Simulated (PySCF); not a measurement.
## Excited-state calculation of Ga2HCl3F2

The run: excited-state calculation of Ga2HCl3F2. Method and program: TDDFT PBE0/def2-SVPD, vertical, gas phase, core orbitals frozen in the response (PySCF 2.14.0).

The geometry comes from this level: GFN2-xTB. It belongs to a series of runs on one base structure; here: H on Ga replaced by Cl.

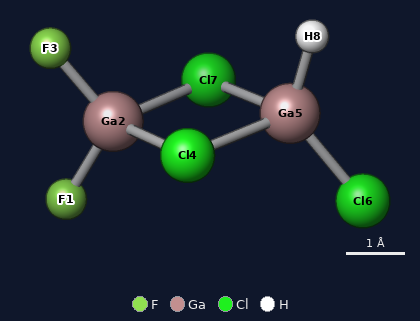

**Figure 1.** The structure as given in the input (ball-and-stick view, seen at a tilt; atoms are numbered from 1 in the order of the input). Sticks mark near contacts. Bond lengths as drawn: Cl–Ga 2.06 to 2.32 Å, F–Ga 1.74 Å and Ga–H 1.54 Å.

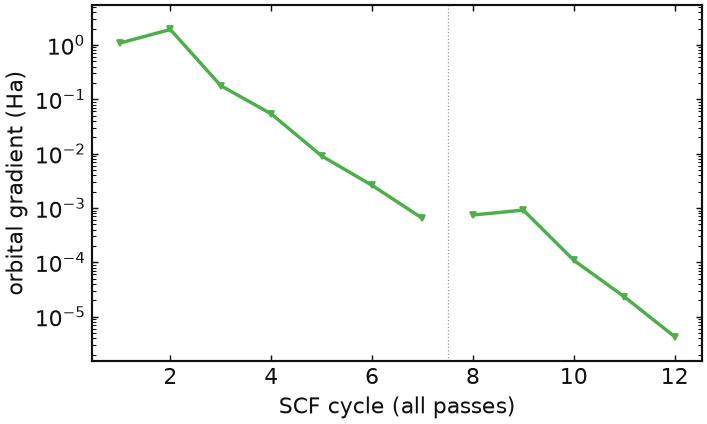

**Figure 2.** Convergence of the self-consistent field: orbital gradient against the SCF cycle. The dotted line marks the change from a coarse to the final integration grid. The first 7 cycles use a coarse grid, the final grid takes over at cycle 8, and the field converges after 12 cycles in all.

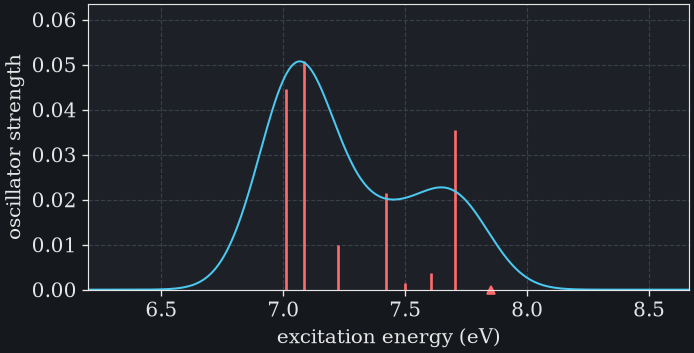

**Figure 3.** Computed excitations as sticks (degenerate states added up, dark ones marked on the axis), with a Gaussian envelope of 0.35 eV full width at half maximum, scaled to the tallest. Of the 8 states the lowest lies at 7.01 eV (f = 0.045); the strongest line is at 7.09 eV, or 175 nm (f = 0.051).

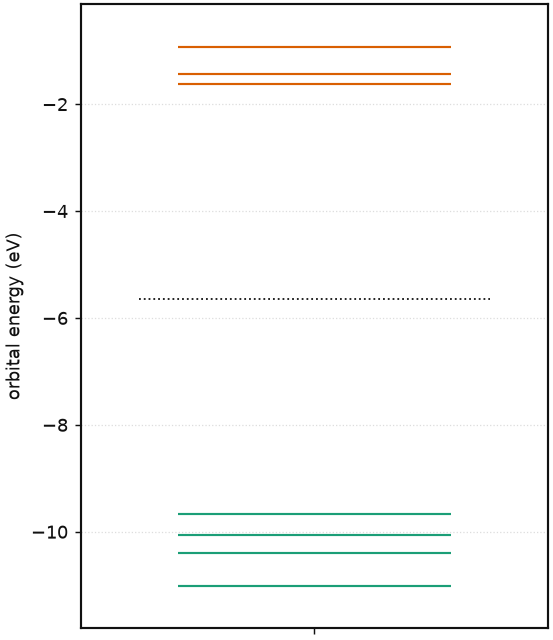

**Figure 4.** Orbital energies near the frontier; the dotted line parts filled from empty levels, and levels within 0.02 eV of each other stand side by side. Highest filled −9.68 eV, lowest empty −1.62 eV, 8.06 eV apart.

The input that produced these results follows, with the program's output.

## Input file
```
{"job": {"kind": "uv", "xc": "PBE0", "basis": "def2-SVPD", "nstates": 8, "ntriplets": 3}, "charge": 0, "multiplicity": 1}
F     -2.199197    -1.817998     0.170693
Ga    -1.496984    -0.231627     0.015556
F     -2.706826     1.017232    -0.115240
Cl    -0.021525     0.195671     1.628810
Ga     1.588842     0.322509    -0.028979
Cl     2.996550    -1.176990     0.125988
Cl    -0.010159    -0.133831    -1.640992
H      1.858357     1.834446    -0.180402
```

The first line tells a small driver script what to run in PySCF; the rest is the geometry in Å.

Launched with:
```bash
OMP_NUM_THREADS=1 python <driver script> task.json out
```

## The program's output
```
coarse grid: 46856 points
cycle   1  E = -5428.4793436204  dE = -3.069e-01  |g| = 1.084e+00  |ddm| = 4.047e+00
cycle   2  E = -5428.0749500436  dE =  4.044e-01  |g| = 1.930e+00  |ddm| = 2.882e+00
cycle   3  E = -5428.6686546794  dE = -5.937e-01  |g| = 1.786e-01  |ddm| = 1.782e+00
cycle   4  E = -5428.6731625987  dE = -4.508e-03  |g| = 5.403e-02  |ddm| = 1.927e-01
cycle   5  E = -5428.6735547066  dE = -3.921e-04  |g| = 9.106e-03  |ddm| = 4.197e-02
cycle   6  E = -5428.6735705889  dE = -1.588e-05  |g| = 2.616e-03  |ddm| = 1.248e-02
cycle   7  E = -5428.6735715865  dE = -9.976e-07  |g| = 6.451e-04  |ddm| = 3.229e-03
final grid: 90400 points
cycle   8  E = -5428.6735632482  dE = -1.017e-07  |g| = 7.454e-04  |ddm| = 2.823e-03
cycle   9  E = -5428.6735632121  dE =  3.613e-08  |g| = 9.157e-04  |ddm| = 1.414e-03
cycle  10  E = -5428.6735633295  dE = -1.174e-07  |g| = 1.094e-04  |ddm| = 7.409e-04
cycle  11  E = -5428.6735633317  dE = -2.152e-09  |g| = 2.337e-05  |ddm| = 1.111e-04
cycle  12  E = -5428.6735633318  dE = -9.732e-11  |g| = 4.312e-06  |ddm| = 2.281e-05
converged SCF energy = -5428.6735633318

Static polarisability (au): isotropic 88.057, principal 79.092 82.606 102.475

Singlet excitations
state   eV       nm        f      main configurations
  1   7.0125    176.8   0.04458   H->L+1 0.72, H->L 0.24
  2   7.0862    175.0   0.05074   H->L 0.71, H->L+1 0.22
  3   7.2248    171.6   0.00994   H-1->L+1 0.92
  4   7.4206    167.1   0.02148   H->L+2 0.91
  5   7.4993    165.3   0.00154   H-1->L 0.91
  6   7.6061    163.0   0.00373   H-2->L 0.61, H-2->L+1 0.22
  7   7.7053    160.9   0.03547   H-2->L+1 0.56, H-2->L 0.20
  8   7.8527    157.9   0.00005   H-3->L 0.86

Triplet excitations (Tamm-Dancoff, eV): 6.3247 6.8556 6.9319
```

## Key numbers

| quantity | value |
| --- | --- |
| outcome | converged |
| total energy | −5428.673563 hartree |
| HOMO | −9.68 eV |
| LUMO | −1.62 eV |
| dipole moment | 3.35 D |
| mean polarisability | 88.06 a.u. |
| lowest singlet excitation | 7.01 eV |
| hardware | 1 CPU thread, shared host |
| wall time | 85 s |
| peak memory | 0.93 GiB |

## Notes

Spin–orbit coupling is left out, which matters for the heavy atoms.
